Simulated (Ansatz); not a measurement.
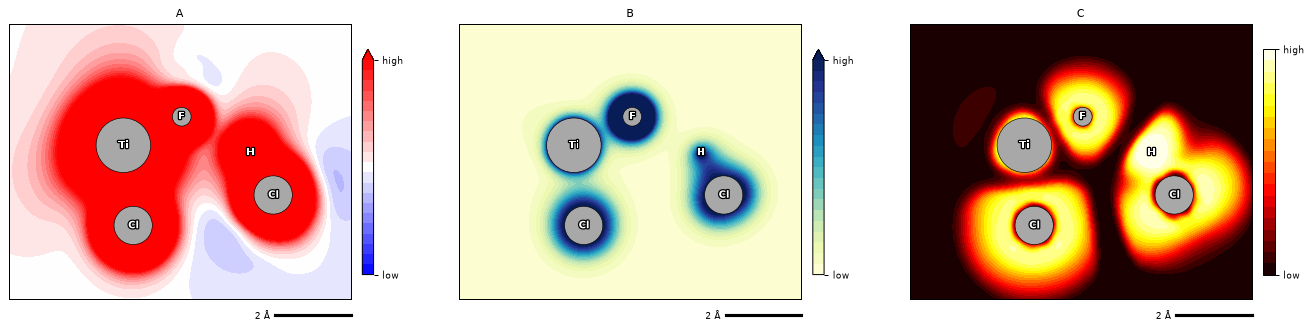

Cl3FTi···HCl: 3 fields on the plane of atoms Cl3, Ti1 and F6, with unlabelled colour scales. Grey discs cover the atomic cores.

Method: Ansatz, RKS BHLYP-D4/def2-SVP.

```tsv
atom	x (Å)	y (Å)	z (Å)
Ti	-0.5600	0.0000	-0.6191
Cl	0.0375	0.0000	3.5345
Cl	1.4919	0.0000	0.0135
Cl	-0.9674	1.7635	-1.7858
Cl	-0.9674	-1.7635	-1.7858
F	-1.5814	0.0000	0.7734
H	-0.9646	0.0000	2.7377
```

> Which field does each panel show? The fields are: electron density, electron localisation function and electrostatic potential.

Panel A: electrostatic potential (strongly positive close to the atoms, with negative regions outside electron-rich atoms). Panel B: electron density. Panel C: electron localisation function. From the grid: F6···H7 (2.06 Å): the density falls to about 0.12 e/Å³ on the way; the ELF dips to about 0.05 between them. Ti–F (1.73 Å): ρ is about 1.1 e/Å³ halfway; the ELF peaks at about 0.85 in the valence shell of F, 0.5 Å from its nucleus, and drops to about 0.20 between the two atoms.
